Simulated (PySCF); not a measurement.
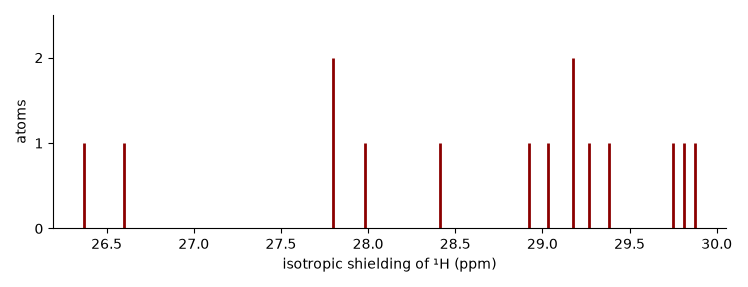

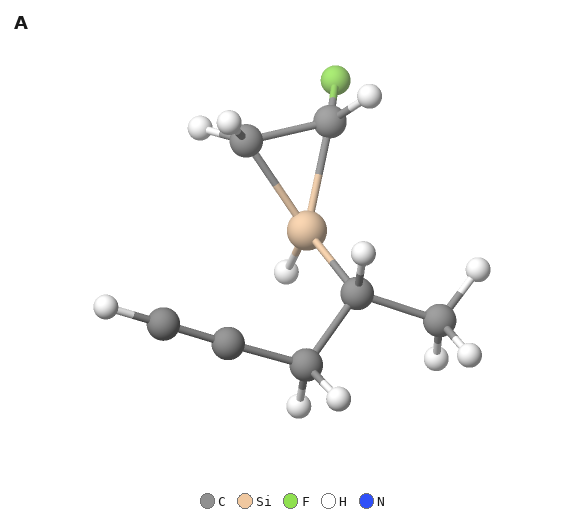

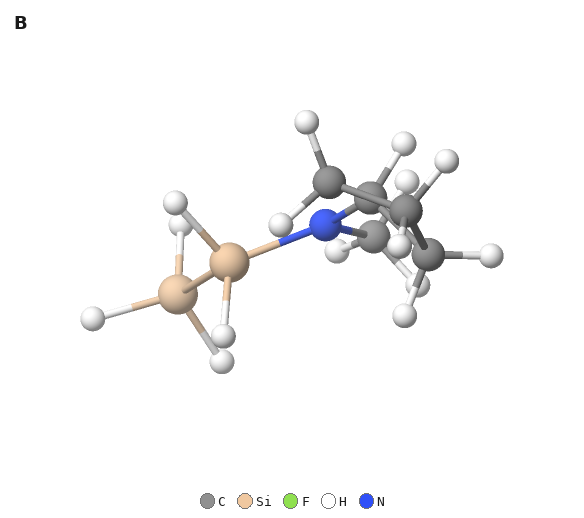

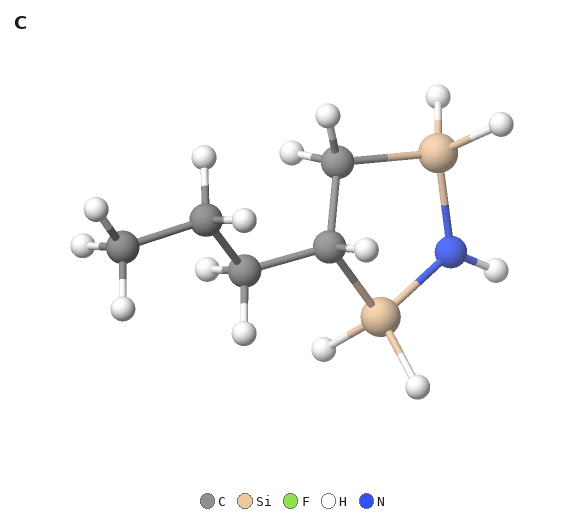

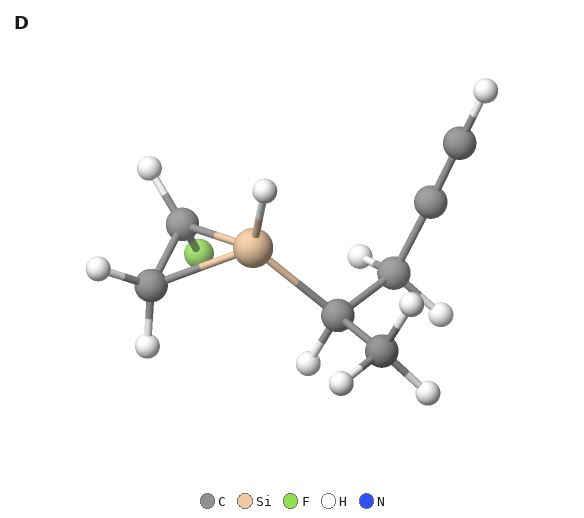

The sticks are computed shieldings of one of the molecules, for one fixed geometry (PBE0-D3(BJ)/def2-SVP) without averaging over rotations. Low shielding means a high chemical shift. Method: GIAO ωB97X-D/pcSseg-1 NMR shielding, non-relativistic, gas phase (PySCF 2.14.0).

> Match the spectrum to a structure.

B, `CN([SiH2][SiH3])C1CCC1`. Its 15 H atoms give lines at 26.37, 26.60, 27.80 (2 atoms), 27.98, 28.41, 28.93, 29.03, 29.17 (2 atoms), 29.26, 29.39, 29.75, 29.81, 29.88 ppm.
